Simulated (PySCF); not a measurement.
**Cl$_{2}$H$_{2}$Si, SMILES `Cl[SiH2]Cl`: what the electrons do**

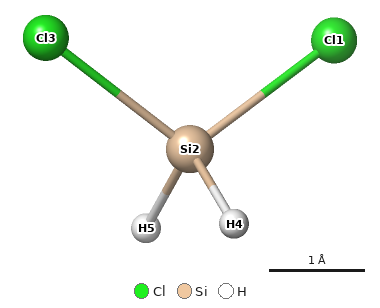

The molecule, with its atoms numbered as below. No frequency check shows the geometry to be a minimum.

Coordinates in Å:

```
Cl1     -1.6423   -0.4029   -0.0000
Si2      0.0000    0.7550    0.0000
Cl3      1.6423   -0.4029    0.0000
H4      -0.0002    1.5638    1.2093
H5       0.0002    1.5638   -1.2093
```

Part 1: Bonding charge

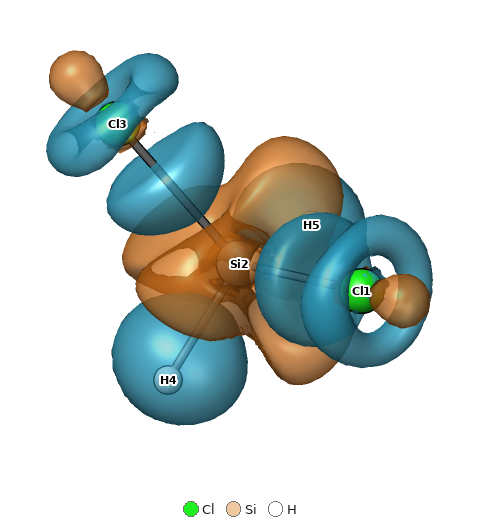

Deformation density (molecule less spherical, spin-averaged free atoms at the same positions), surfaces at ±0.05 e/Å³; light blue: gain, orange: loss.

PySCF calculation, ωB97X/def2-TZVP, gas phase; geometry: GFN2-xTB.

Question: How much density has each bond gained at its critical point, relative to the free atoms?

Answer: Si2–H4 and Si2–H5: +0.28 e/Å³ at the bond critical point (bond length 1.46 Å, Mayer order 1.0). Cl1–Si2 and Si2–Cl3: +0.09 e/Å³ at the bond critical point (bond length 2.01 Å, Mayer order 1.2); up to 0.6 Å beside the axis the gain reaches +0.24 e/Å³. In all, 1.2 electrons gather in the regions of gain relative to the promolecule. A small or negative value marks a very polar bond, one between electron-rich atoms, whose free-atom densities already overlap strongly, a long bond to a heavier atom, or a closed-shell contact such as a hydrogen bond.

Question: Where do the Hirshfeld charges lie?

Answer: The highest Hirshfeld charge is on Si2 (+0.34 e), the lowest on Cl1 and Cl3 (−0.10 e).

```csv
atom,charge (e)
Cl1,−0.10
Si2,+0.34
Cl3,−0.10
H4,−0.07
H5,−0.07
```

Part 2: Electrostatic potential

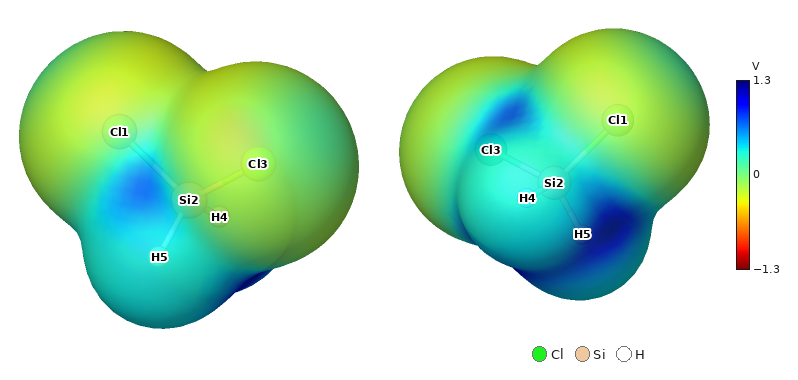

Electrostatic potential on the surface of electron density 0.001 a.u. (back view left, front view right).

Question: Where are the extremes of the potential on the surface?

Answer: Highest: 1.20 V, about equally far (2.0 Å) from Si2, H4 and H5. Further maxima include 0.74 V, 1.8 Å from H4, and at like points elsewhere; 0.15 V, 2.0 Å from Cl1. Lowest: −0.30 V, 2.1 Å from Cl3, and at like points elsewhere. The surface is sampled at points, so like sites can differ by a few per cent and only the strongest of them is named.

Question: Does Cl1 carry a σ-hole?

Answer: Yes: a local maximum of +0.15 V lies on the extension of the Si2–Cl1 bond.

Part 3: In an electric field

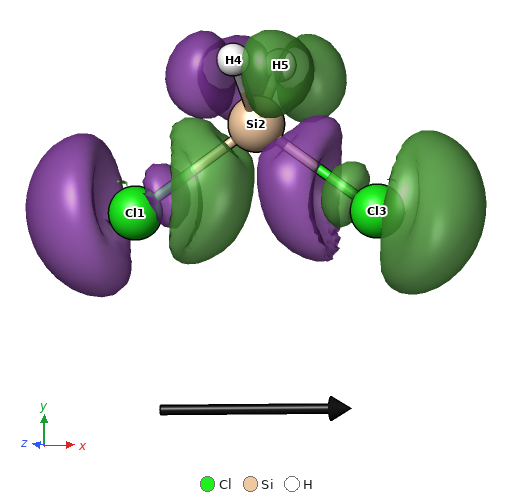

Change of the electron density in a uniform field of 0.21 V/Å along +x (arrow), surfaces at ±0.002 e/Å³ (purple: gain, green: loss).

Method: ωB97X/def2-TZVP; geometry: GFN2-xTB; program: PySCF. A basis without diffuse functions makes polarisabilities too small.

Question: How large is the response?

Answer: The induced dipole is 0.55 D (along the field); α along this axis, from the fields in both directions, is 54 bohr³ (8.0 Å³).

Question: Which atoms gain and lose the most charge?

Answer: Electrons gather most on Cl1 (Hirshfeld charge changes by −0.017 e) and leave Cl3 most (+0.018 e); 0.047 electrons are displaced in all.

Part 4: Removing or adding an electron

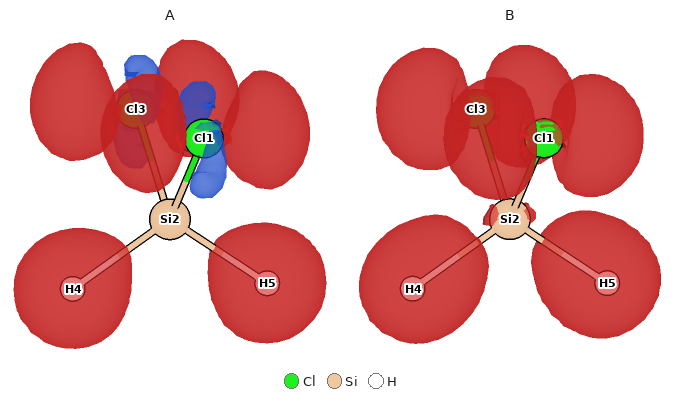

The Fukui function f⁻ from two separate SCF calculations and the density of the HOMO, at ±0.03 e/Å³ (red positive, blue negative).

Question: Which panel is which, and how good is the frozen-orbital picture?

Answer: A is f⁻ (it has negative regions), B the HOMO density. The HOMO lies on Cl1 and Cl3 (28 % each), Si2 (18 %) and H4 and H5 (13 % each); f⁻ (Hirshfeld-condensed) is largest on Cl1 and Cl3 (0.29 each); the vertical ionisation energy is 11.71 eV. Relaxation shifts 3 % of the electron between atoms. The orbital energy is −11.52 eV.
